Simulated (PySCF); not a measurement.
## Electronic structure of CH5F3O3Si2 (SMILES O[SiH](O)O[SiH2]C(F)(F)F) in real space

```xyz
14

O     1.5740    1.2425    1.0255
Si    1.7281   -0.2744    0.4951
O     3.0999   -0.3897   -0.3323
O     0.4584   -0.6339   -0.5042
Si   -0.9757   -0.5318   -1.1830
C    -2.1308    0.1911    0.2195
F    -1.5182    1.1922    0.9083
F    -3.2928    0.7131   -0.2170
F    -2.4632   -0.7261    1.1508
H     0.7493    1.5676    1.3804
H     1.7345   -1.3224    1.4871
H     3.5074    0.3729   -0.7369
H    -0.9975    0.4645   -2.2461
H    -1.4742   -1.8661   -1.4694
```

Geometry: GFN2-xTB.

The calculation used PBE0/pcSseg-1, SCF density, gas phase, non-relativistic (PySCF 2.14.0).

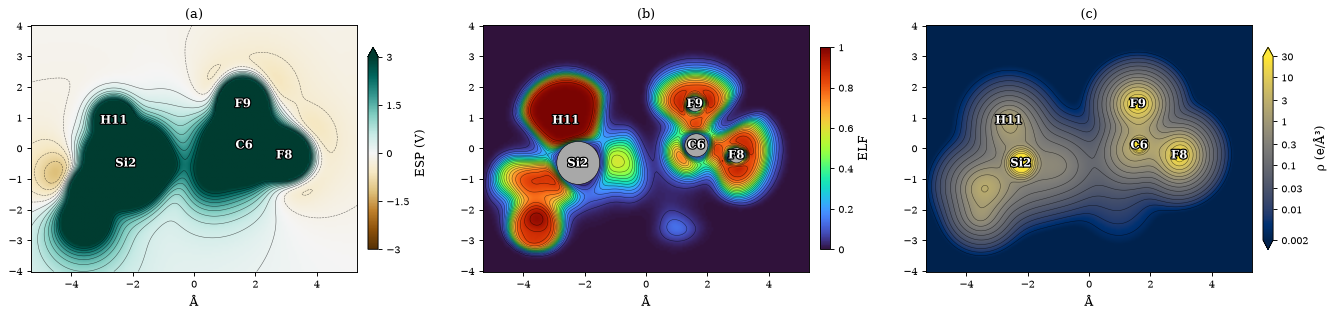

Figure 1. (a) electrostatic potential; (b) electron localisation function; (c) total electron density on the plane of atoms F8, C6 and F9. Grey discs cover the atomic cores in the ELF map.

Q: Describe what can be read from this map.

A: Atoms in the plane: Si, C, F and H.
C–F (1.35 Å): the density is about 2.3 e/Å³ at the midpoint, with its minimum of 1.9 e/Å³ about 0.5 Å from C; the ELF peaks at about 0.85 between the atoms (a shared but strongly polarised pair).
Si–H (1.44 Å): ρ at the midpoint is about 0.87 e/Å³; the ELF climbs to about 1 towards the hydrogen, as it does in any bond to H.
The ELF also peaks beside F8 and F9, away from the bonds: lone-pair regions.
Outside the dense part of the molecule the potential is most negative (−1.2 V) near O3, which lies off the plane.

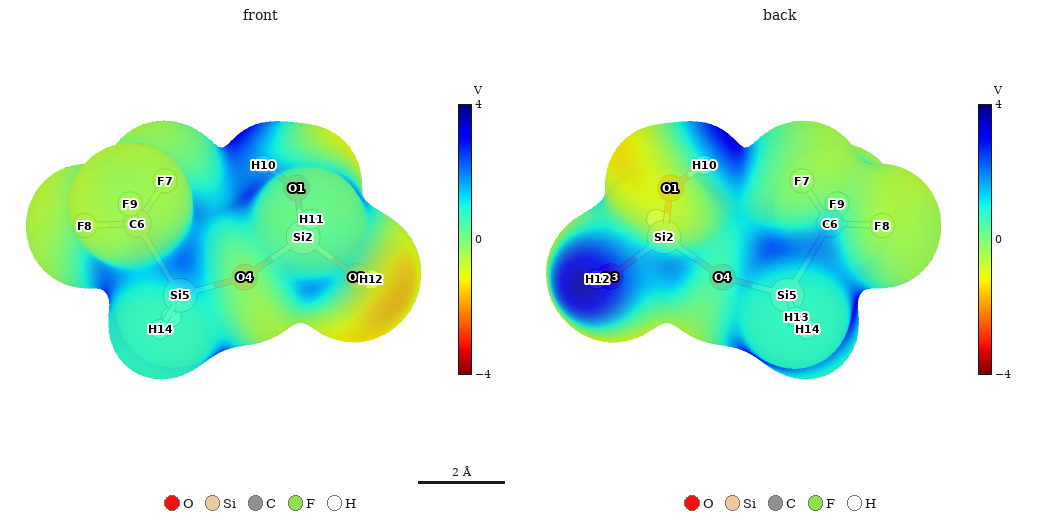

Figure 2. The molecular electrostatic potential painted on the density surface at 0.004 e/bohr³, seen from the front and from behind; the colour scale runs from red (negative) to blue (positive).

Q: Describe the electrostatic potential map.

A: The most negative region (about −1.5 V, or −35 kcal/mol for a unit charge) lies over O3, the most positive (about +3.3 V, or +76 kcal/mol for a unit charge) over H10 and H12. O3 is the likeliest acceptor of a hydrogen bond.
